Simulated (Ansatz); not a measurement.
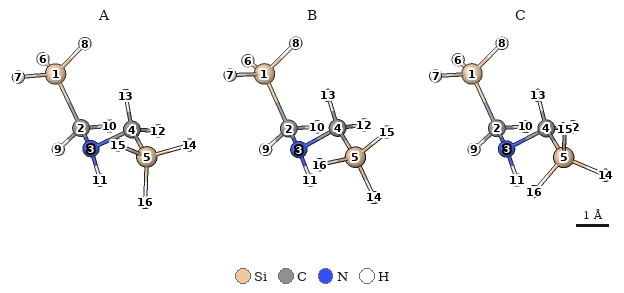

3 geometries from a converged minimum-energy path of C2H11NSi2, shuffled. Style: ball-and-stick. Shown from a free direction.

The calculation used Ansatz, RKS r2SCAN/STO-3G. Run with 7 movable images; climbing image; force threshold 0.05 eV/Å; iteration limit 47; starting path through a guess of the saddle point.

Question: Which of them lies highest in energy?

Answer: C. In order along the path, whose images run from 0 to 8: B (image 1, +0.17 kcal/mol), C (image 4, +1.34 kcal/mol), A (image 7, +0.10 kcal/mol). The motion is a rotation about the C4–Si5 bond by about 120°. No bond forms or breaks between the ends.

Limits of the set-up: STO-3G is a minimal basis, so the numbers are rough.

Cost: 5.4 min on 1 thread of Intel(R) Xeon(R) Processor @ 2.70GHz (shared host), peak memory 0.15 GiB.
